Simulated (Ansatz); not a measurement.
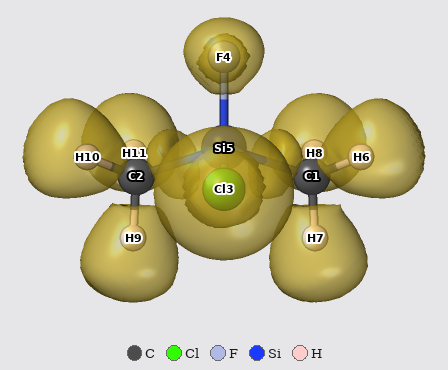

*C$_{2}$H$_{6}$ClFSi (SMILES C[Si](C)(F)Cl). Isosurface of the ELF at 0.8 (yellow), seen from one side. Only the valence region is drawn (cores and ρ < 0.01 e/Å³ removed).*

Geometry: PBE0-D3(BJ)/def2-SVP.

All numbers below come from isolated molecule in a Gaussian basis; Kohn-Sham density functional theory, functional PBE0 in Ansatz 0.2.0.

| atom | x (Å) | y (Å) | z (Å) |
| --- | --- | --- | --- |
| C | -1.0985 | -1.7426 | -1.9696 |
| C | 1.2609 | -1.1383 | -0.0053 |
| Cl | -0.1641 | -3.9988 | 0.0942 |
| F | 1.4483 | -2.9450 | -2.1666 |
| Si | 0.3895 | -2.3801 | -1.0687 |
| H | -1.5499 | -2.5380 | -2.5810 |
| H | -1.8585 | -1.3816 | -1.2601 |
| H | -0.8197 | -0.9098 | -2.6340 |
| H | 0.5883 | -0.7546 | 0.7767 |
| H | 2.1331 | -1.5948 | 0.4858 |
| H | 1.6096 | -0.2880 | -0.6120 |

Question: Identify the bonds, lone pairs and shells in this picture.

Answer: The surface consists of two regions between bonded C–Si atoms (shared pairs), six regions around hydrogen nuclei, one region on Cl in which the atom's valence shell and bonds are merged and one region wrapped around F (its lone pairs, merged into a ring or cap). Along the contacts the grid gives the following. Si–F (1.63 Å): the ELF peaks at about 0.85 in the valence shell of F, 0.6 Å from its nucleus, and is about 0.50 at the midpoint. C–Si (1.85 Å): the ELF peaks at about 0.95 between the atoms (a covalent bond).
